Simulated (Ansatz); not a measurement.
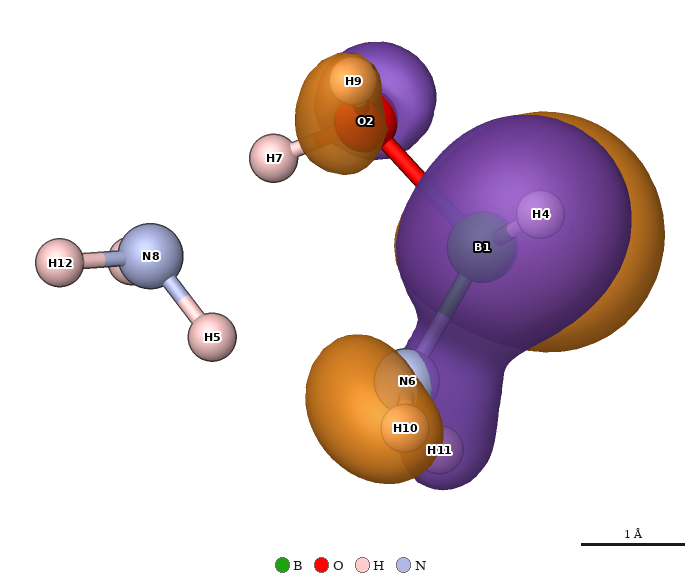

BH6NO···NH3. The HOMO−1 at ±0.1 Å⁻³ᐟ² (orange and purple are the two phases), seen at a tilt.

The product side of a reaction path; geometry: PBE0-D4/def2-TZVP.

All numbers below come from RKS PBE0-D4/def2-TZVPP (Ansatz 0.2.0).

| atom | x (Å) | y (Å) | z (Å) |
| --- | --- | --- | --- |
| B | 0.7707 | -0.9337 | 0.8144 |
| O | 1.1384 | -0.4426 | -0.7484 |
| H | 0.4334 | -2.0823 | 0.6507 |
| H | 1.8504 | -0.7814 | 1.3513 |
| H | -1.1586 | 0.8109 | -0.3600 |
| N | -0.3377 | -0.0597 | 1.3262 |
| H | 0.3691 | 0.1072 | -1.1462 |
| N | -1.0084 | 0.9094 | -1.3734 |
| H | 1.9243 | 0.1083 | -0.7231 |
| H | -0.0677 | 0.6211 | 2.0209 |
| H | -1.1274 | -0.5754 | 1.6847 |
| H | -1.0377 | 1.8883 | -1.6278 |
| H | -1.7490 | 0.4299 | -1.8693 |

What is the character of this orbital?

By Hirshfeld shares it lies mainly on B1 (about 35 %), H3 (about 30 %), H4 (about 15 %) and N6 (about 10 %). Its energy is −7.53 eV.
